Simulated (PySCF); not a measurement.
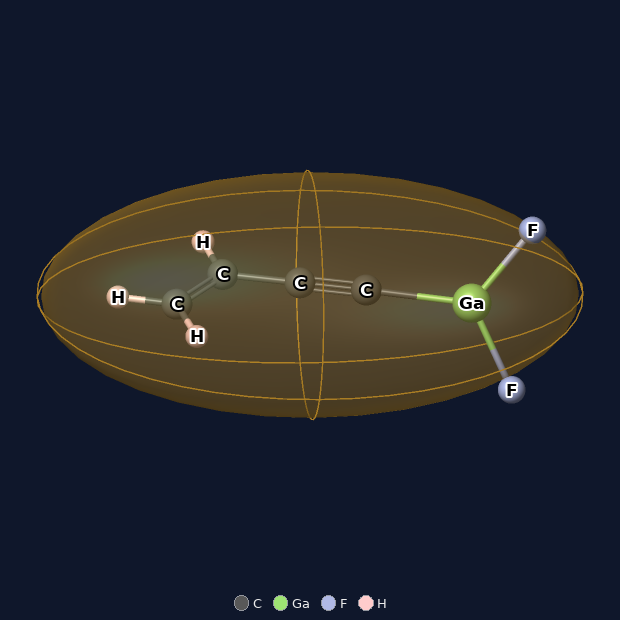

The ellipsoid shows the static dipole polarisability: its half-axes are proportional to the principal values. The computed structure is the end point of a GFN2-xTB optimisation. No frequency run is at hand to confirm it as a minimum. Level of theory: PBE0/def2-SVPD (PySCF 2.14.0).

Question. How large and how anisotropic is the polarisability?

Answer. Principal values 49.5, 56.3, 118.8 bohr³; mean 74.9 bohr³ (11.09 Å³); anisotropy 66.1 bohr³, so the longest axis is 2.40 times the shortest.

The geometry is semi-empirical. Around Ga such bond lengths and angles can be off by a tenth of an ångström or more and by several degrees, and values that hang on the shape move with them.
